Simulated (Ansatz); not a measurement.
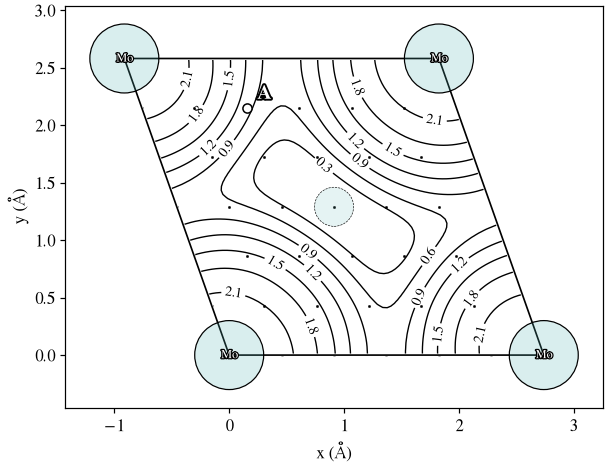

N on a Mo(110) slab cut from the Im-3m phase, its upper half relaxed before the scan (12 atoms of substrate and one adsorbate in a 2 × 2 cell). N is moved over the surface cell; relaxed at each place: the height of the adsorbate's atoms; substrate rigid; the origin of the map has the adsorbate above Mo9. Places are given modulo a cell vector. The map is drawn in real space over the plane of the surface. The scan uses a 6 × 6 grid; 13 points were computed and 23 follow by symmetry. Places are given in fractions of the 1 × 1 surface cell. Energies: eV, counted from the lowest grid point. All numbers below come from DFT PBE, scalar-relativistic, plane waves, PAW (Ansatz). Settings: cutoff 420 eV, k-mesh 5×5×1, gaussian smearing 0.1 eV, no spin polarisation.

Drawn: contour lines labelled in eV, dots at the grid points, labelled circles for the atoms of the top layer and small ones for the second layer, the outline of one cell of the plane, the point A. Between grid points the surface is interpolated.

> Which way does the force act at A, and how strong is it?

A, at (2/6, 5/6) of the cell vectors, is not a stationary point. The computed force is 2.4 eV/Å in the plane, pointing right in the picture (components 2.2 and −0.9 eV/Å).

PAW datasets: the set soft_1.
